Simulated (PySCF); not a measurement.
Ionisation energy of Ce⁺ ([Xe] 4f 5d² → [Xe] 4f²). PySCF, ANO-RCC-VTZP, spin-free X2C-1e, unrestricted single determinants, no spin-orbit coupling. Methods marked “valence” freeze 46 core electrons.

The results, method by method:

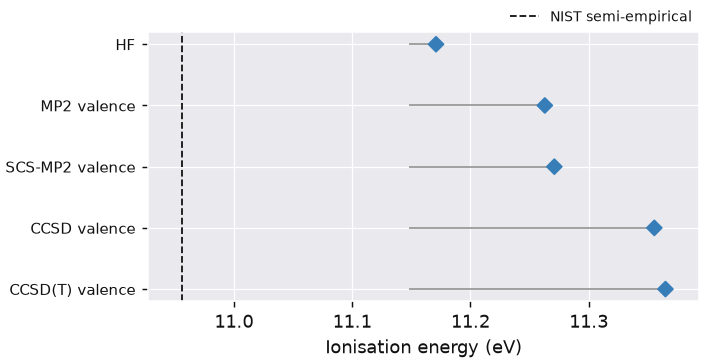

| Method | Ionisation energy (eV) |
| --- | --- |
| HF | 11.171 |
| MP2 valence | 11.263 |
| SCS-MP2 valence | 11.271 |
| CCSD valence | 11.355 |
| CCSD(T) valence | 11.365 |

The values run from 11.171 eV (HF) to 11.365 eV (CCSD(T) valence). The NIST semi-empirical value is 10.956 ± 0.02 eV; nearest to it come HF (+0.215) and MP2 valence (+0.307), furthest CCSD(T) valence (+0.409 eV). These values lack spin-orbit coupling; with the first-order correction of +0.046 eV added, HF comes nearest (+0.260).

Limits of the model: determinant is not a pure L term; determinant is not a pure L term; measured ground term is not the high-spin Hund term.
